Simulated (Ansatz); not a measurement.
**ScAu: response to strain**

Take ScAu in the CsCl type structure (space group Pm-3m, No. 221; a = 3.356 Å; relaxed with 0.1 eV smearing) as the base. Axes: x, y, z lie along the cube axes.

Strains are applied to the cell and any free atomic positions relax; under biaxial strain the out-of-plane vector relaxes too.

Level of theory: PBEsol/PAW in Ansatz (a program for electronic structure), scalar-relativistic without spin-orbit coupling.

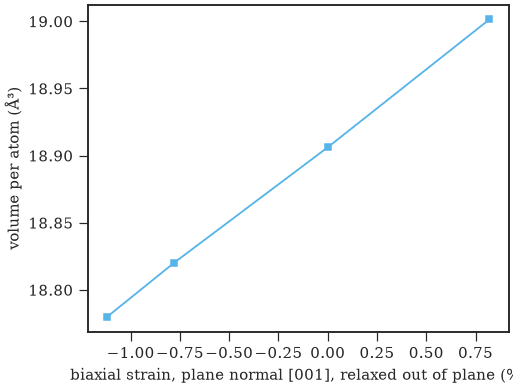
Figure: Volume per atom against biaxial strain, plane normal [001], relaxed out of plane

```json
[
 {"biaxial strain, plane normal [001], relaxed out of plane (%)": "-1.12", "volume per atom": "18.78 Å³"},
 {"biaxial strain, plane normal [001], relaxed out of plane (%)": "-0.78", "volume per atom": "18.82 Å³"},
 {"biaxial strain, plane normal [001], relaxed out of plane (%)": "0.82", "volume per atom": "19.00 Å³"}
]
```

Whether these cells are dynamically stable was not tested. All final runs are without spin polarisation.
